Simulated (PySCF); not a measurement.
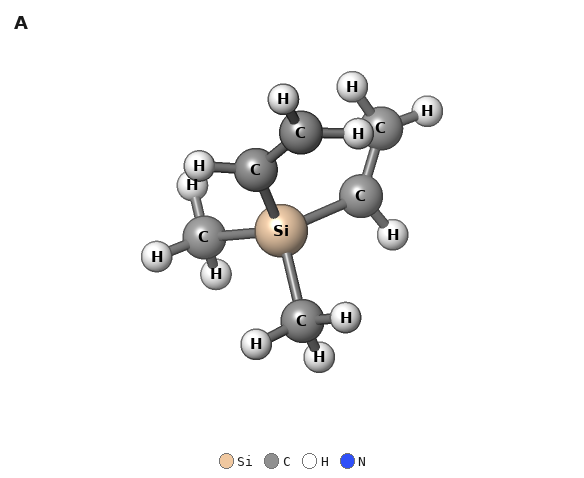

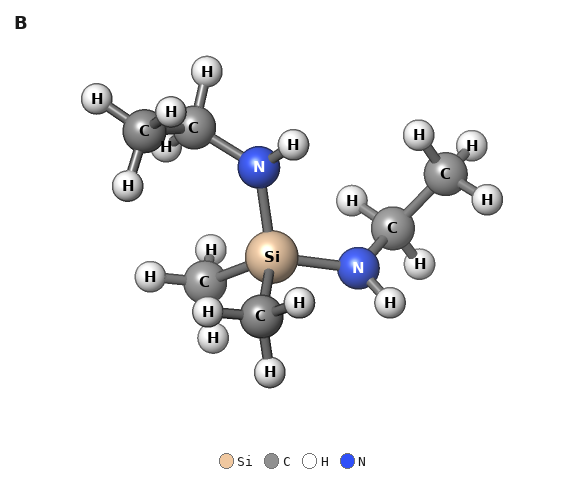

Two related species, optimised with PBE0-D3(BJ)/def2-SVP; properties computed with PySCF 2.14.0. Both: charge 0, singlet.

### Identify both.

A is Si(vinyl)2Me2 (C=C[Si](C)(C)C=C), B is SiMe2(NHEt)2 (CCN[Si](C)(C)NCC).

Compare them. With PBE0/pcSseg-1: dipole moment (D), HOMO–LUMO gap (eV), HOMO energy (Kohn–Sham orbital) (eV), shielding of Si (ppm), Hirshfeld charge of Si (e), IAO charge of Si (e). With PBE0/def2-SVPD: lowest vertical singlet excitation (eV), mean static polarisability (bohr³). With PBE0-D3(BJ)/def2-SVP: mean Si–C length (Å).

```
                               quantity      A      B
                      dipole moment (D)   0.01   0.51
                     HOMO–LUMO gap (eV)   7.20   7.28
   HOMO energy (Kohn–Sham orbital) (eV)  −7.51  −6.20
                  shielding of Si (ppm)  365.6  360.2
             Hirshfeld charge of Si (e)   0.40   0.44
                   IAO charge of Si (e)   1.08   1.26
lowest vertical singlet excitation (eV)   6.12   5.66
     mean static polarisability (bohr³)   99.4  117.3
                   mean Si–C length (Å)  1.881  1.880
```

Each is one conformer, and no frequency run is at hand to confirm it as a minimum.
